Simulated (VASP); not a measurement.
Band structure of Os (hcp). Level of theory: PBE GGA with D3 dispersion (Becke-Johnson damping), VASP's PBE PAW potentials (set 64) (plane waves; VASP 6.6.1).

Unless said otherwise, spin-orbit coupling is left out, though it shifts the bands of the heavy elements here.

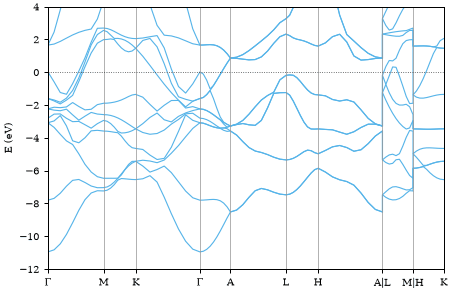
Figure: Bands along high-symmetry lines, zero at the valence-band maximum or, without a gap, the Fermi level

Problem. Read the plot: is there a gap, and where are the band edges?

Solution. It has no gap at this level: it comes out as a metal or semimetal. (Edges off the drawn lines would not show.)

The compound is Os in the hcp structure. It was relaxed first.
